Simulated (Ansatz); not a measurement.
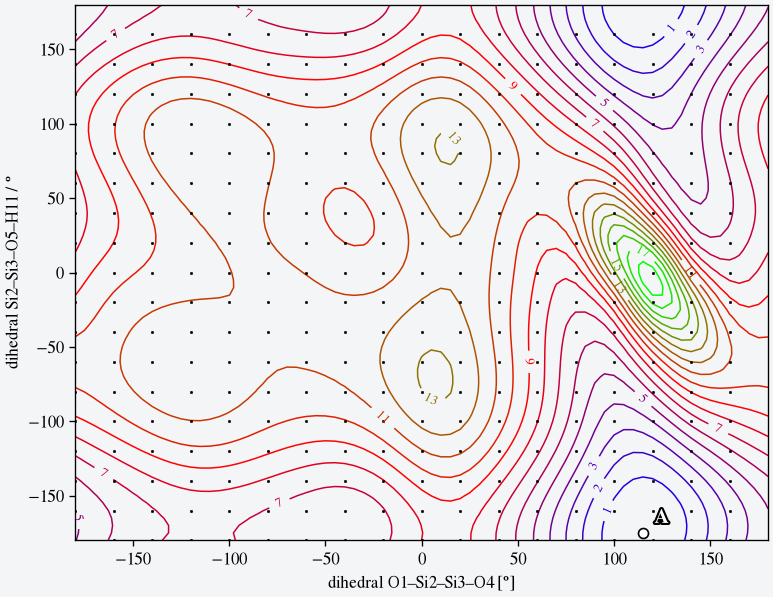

H6O3Si2, SMILES O[SiH2][SiH](O)O. Coordinates scanned: (1) dihedral O1–Si2–Si3–O4; (2) dihedral Si2–Si3–O5–H11. Nothing is relaxed (all other coordinates rigid). Grid: 18 × 18 points. All energies are given in kcal/mol relative to the relaxed molecule at the same level. The calculation used RKS PBE0-D4/def2-SVP in Ansatz 0.2.0.

In the figure: contour lines labelled in kcal/mol (none above 18), dots at the grid points, the point A. Between grid points the surface is interpolated.

Question: What is the easiest way out of the well at A, and how high is the barrier?

Answer: The easiest path leads from the well at about dihedral O1–Si2–Si3–O4 = 115°, dihedral Si2–Si3–O5–H11 = −175° to the well at about dihedral O1–Si2–Si3–O4 = −40°, dihedral Si2–Si3–O5–H11 = −170°, about 6.2 kcal/mol higher. Its highest point lies about 7.1 kcal/mol above the bottom of the first well on the interpolated surface, at about dihedral O1–Si2–Si3–O4 = −120°, dihedral Si2–Si3–O5–H11 = −175°. Seen from the upper well the barrier is about 0.96 kcal/mol. The start is the relaxed structure and all else is held, so a fully relaxed path at this level can only be lower.

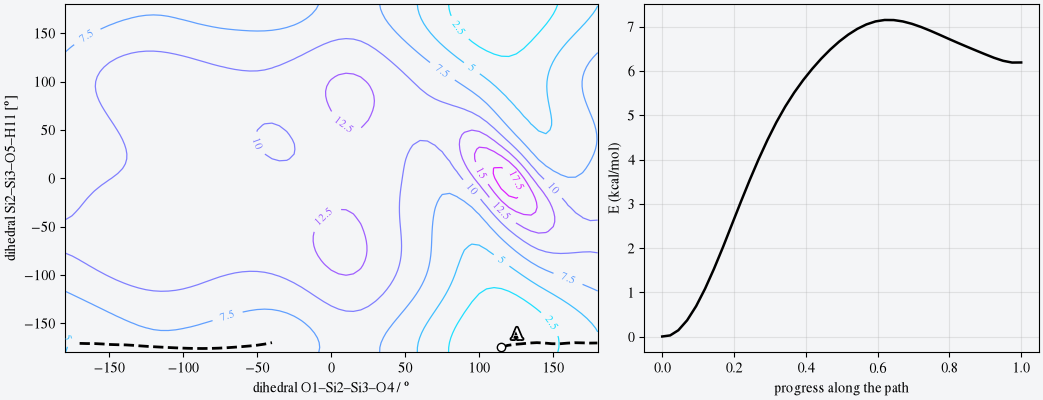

The picture shows contour lines labelled in kcal/mol (none above 20), a line along the lowest path, the energy along the path at the right. Between grid points the surface is interpolated.
